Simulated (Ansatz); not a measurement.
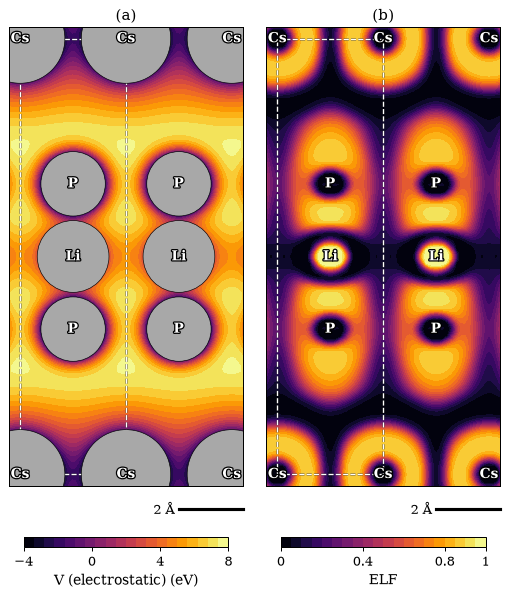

CsLi$_{3}$P$_{2}$. (a) electrostatic potential (local pseudopotential plus Hartree) felt by an electron; (b) electron localisation function on the (110) plane of the conventional cell. Grey discs cover the atomic cores in the potential map.

Space group P6/mmm; a structure generated by program, which may or may not match a known phase.

Method: DFT PBE, scalar-relativistic, plane waves, PAW (Ansatz).

Core electrons are frozen (PAW), and the valence fields are smoothed inside the atomic spheres.

```
Cs Li P
1.0
     7.88067    0.00000    0.00000
    -3.94033    6.82486    0.00000
     0.00000    0.00000    3.31520
Cs Li P
1 3 2
Cartesian
  0.0000 0.0000 0.0000
  3.9403 0.0000 1.6576
  -1.9702 3.4124 1.6576
  1.9702 3.4124 1.6576
  0.0000 4.5499 1.6576
  3.9404 2.2749 1.6576
```

What do the fields say about this system?

- Atoms in the plane: Cs, Li and P.
- Li–P (2.27 Å): the ELF peaks at about 0.95 in the valence shell of P, 1.1 Å from its nucleus, and is about 0.90 at the midpoint.
- Cs–Cs (3.32 Å): the ELF is about 0.05 at the midpoint (no shared electron pair shows on this line).
- The features right at Cs and Li lie inside the PAW spheres, where the map follows smoothed inner orbitals and isn't to be read closely.
- Outside the cores the potential energy rises away from the atoms and is highest about 2.0 Å from the nearest atoms; its zero is arbitrary.
